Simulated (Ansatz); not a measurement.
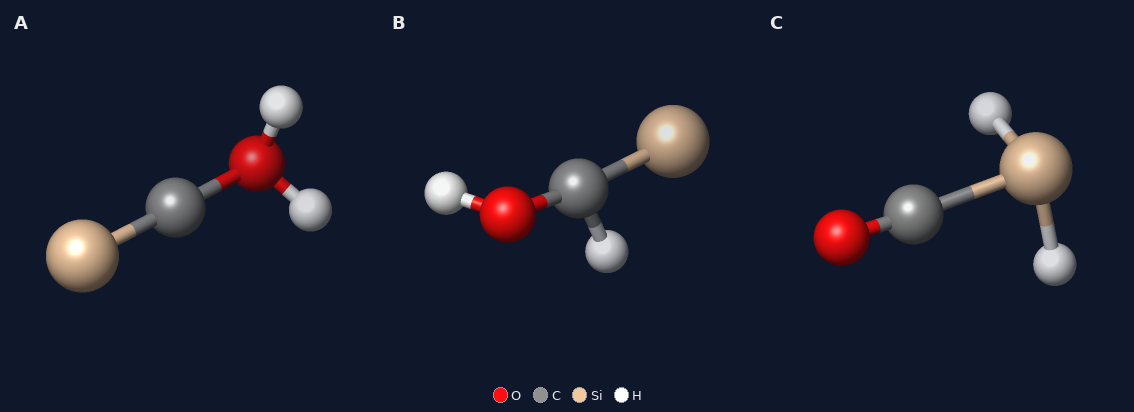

3 stationary structures of one formula. Geometries: PBE-D4/def2-SVP. Electronic energies: PBE-D4/def2-SVP (Ansatz 0.2.0), without zero-point energy. No frequency run is at hand to confirm each as a minimum.

Question: Which structure is the most stable?

Answer: C is lowest (Cs); B lies 145.6 kJ/mol above it, A lies 403.9 kJ/mol above it.
